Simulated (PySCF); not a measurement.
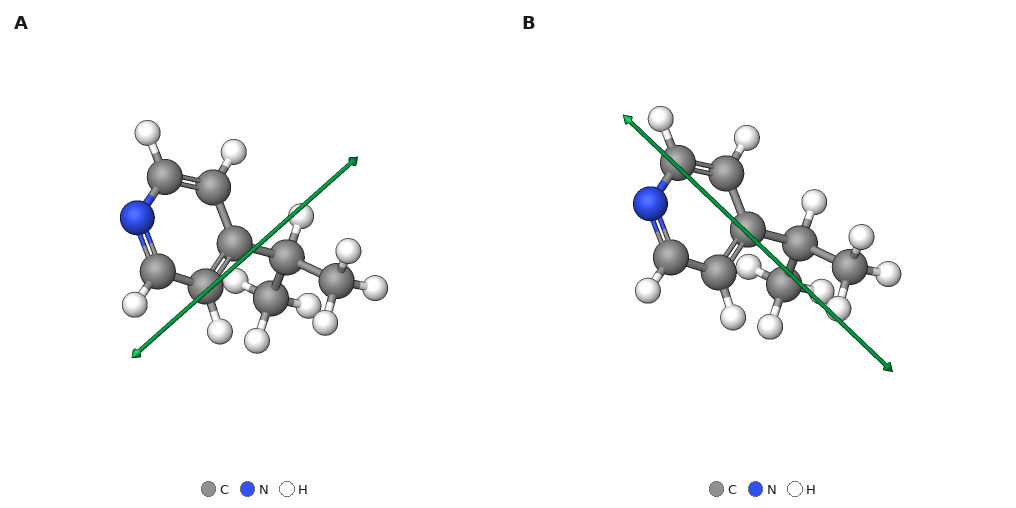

The double arrows show the directions of two transition dipoles from the ground state (lengths mean nothing). The computed structure is the end point of a PBE0-D3(BJ)/def2-SVP optimisation. No frequency run is at hand to confirm it as a minimum. Properties computed with TDDFT CAM-B3LYP/def2-SVPD, vertical, gas phase, core orbitals frozen in the response (PySCF 2.14.0).

One belongs to singlet state 5 and one to singlet state 6. Which is which?

Answer. A: state 5, 7.17 eV (173 nm), oscillator strength 0.44, of mixed character, with the largest part HOMO−2 → LUMO+1 (weight 0.38).
B: state 6, 7.24 eV (171 nm), oscillator strength 0.67, of mixed character, with the largest part HOMO−2 → LUMO (weight 0.30).
